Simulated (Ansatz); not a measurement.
# Amorphous Hf18O39Y2

It comes from a melt-quench run on a machine-learned potential (CHGNet), relaxed afterwards by DFT. O atoms were pushed apart under 1.9 Å during the dynamics, to hinder bonds among them. The hot cell started wider than the set density and was brought back towards it in steps. It is the lowest in DFT energy of 2 quenches. It is a model cell: composition and starting density were chosen by hand, and all elements were melted together. No dispersion term was used.

Methods: PBE, scalar-relativistic without spin-orbit coupling (Ansatz, a first-principles code); r2SCAN, scalar-relativistic without spin-orbit coupling (Ansatz); HSE06, scalar-relativistic without spin-orbit coupling (Ansatz). Geometry, pressure, stress and energy are those of the PBE run. Its sampling: a 2×2×2 Γ-centred mesh; Fermi-Dirac width 0.02 eV; no spin polarisation. Other functionals are single points at the zone centre (r2SCAN at 500 eV; exact exchange cut at the cell's faces), free to take moments where seeds were set. At PBE the levels at the filled edge of the gap are localised (band-tail or defect states).

| Item | Value |
|---|---|
| Number of atoms in the cell | 59 |
| Density (volume relaxed, without dispersion) | 8.61 g/cm³ |
| Volume per atom | 13.12 Å^3 |
| Pressure on a 2×2×2 Γ-centred mesh | -0.01 GPa |
| Largest force and stress component on that mesh (the relaxation ran on the zone centre alone) | 0.10 eV/Å and 0.1 GPa |
| Level gap on a 2×2×2 Γ-centred mesh (PBE) | 4.19 eV |
| Level gap at the zone centre (PBE) | 4.22 eV |
| Level gap at the zone centre (r2SCAN) | 4.70 eV |
| Level gap at the zone centre (HSE06) | 5.80 eV |

Neighbours within Hf-Hf 3.34 Å, Hf-O 2.68 Å, Hf-Y 3.54 Å, O-O 1.58 Å, O-Y 2.82 Å, Y-Y 3.74 Å count as bonded. Two cations that share two anions don't count as bonded, nor two that share one unless they lie closer than Hf-Hf 3.25 Å, Hf-Y 3.45 Å, Y-Y 3.64 Å.

| Quantity | Result |
|---|---|
| Mean coordination of Hf by anions | 6.44 (12 with 6, 4 with 7, 2 with 8) |
| Mean coordination of O | 3.31 (1 with 2, 25 with 3, 13 with 4) |
| Mean coordination of Y by anions | 6.50 (1 with 5, 1 with 8) |
| Mean Hf-O bond | 2.152 Å (spread 0.127 Å, 116 counted) |
| Mean O-Y bond | 2.362 Å (spread 0.143 Å, 13 counted) |

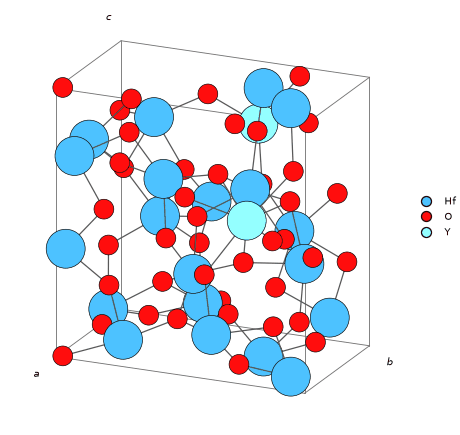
*The relaxed cell*

Its density started from a set value of 8.63 g/cm³. Cooling (nominally 300 K/ps over its main leg) ran many orders faster than in experiment, which tends to leave more defects and strain. Values belong to this one cell and scatter from quench to quench. Volume and shape were free in the relaxation.
